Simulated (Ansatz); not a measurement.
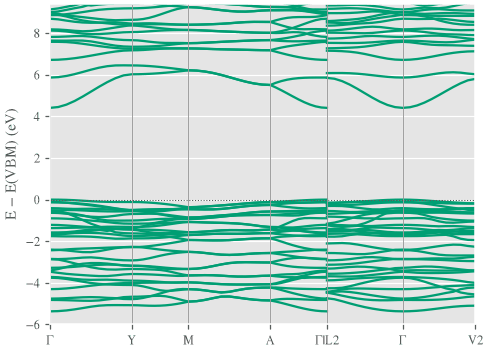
Band structure from DFT-LDA in the program Ansatz with PAW potentials

Problem. Read off the gap and where the band edges lie.

Solution. About 4.4 eV (4.41 eV by a search for the band edges); maximum at Γ, minimum at Γ.

The material is CaMgAsO4F in space group C2/c (No. 15; Pearson symbol mS32).

The first step of the workflow began from a Materials Project structure, measured or hypothetical; the Crystallography Open Database files this formula in space group No. 15, but the cells were not matched. Its standing as an ambient phase is unchecked. Symmetry was held in the LDA relaxation; its stability against distortions is not shown here. Spin–orbit coupling is left out wherever it is not named.

Potentials: the later of the program's two PAW sets.
